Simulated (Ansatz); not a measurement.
Breaking the Sn1–S2 bond in SnS (multiplicity 1 held). Energies count from the point at 2.223 Å.


U- levels take the lowest unrestricted solution at each point, which mixes spins at long bonds. Active spaces are followed from rest. Levels need not reach the same state.

Correlated levels freeze the cores. Filled d and f shells under p-block atoms count as core.

Programs: Ansatz (a first-principles code) with Gaussian orbitals. Values without a source in brackets are computed. In def2 rows elements past Kr take small-core potentials, without spin–orbit coupling.

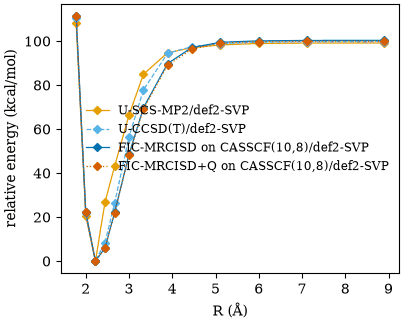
Figure: Relative energy along the coordinate

### Question
Read off the U-CCSD(T)/def2-SVP curve at R = 3.001.

### Answer
about 57 kcal/mol

Doubts at one or more of the structures used: a spin-contaminated determinant (U-SCS-MP2/def2-SVP, U-CCSD(T)/def2-SVP); T1 above 0.05 (U-CCSD(T)/def2-SVP); the program's own flag: large difference (U-CCSD(T)/def2-SVP).
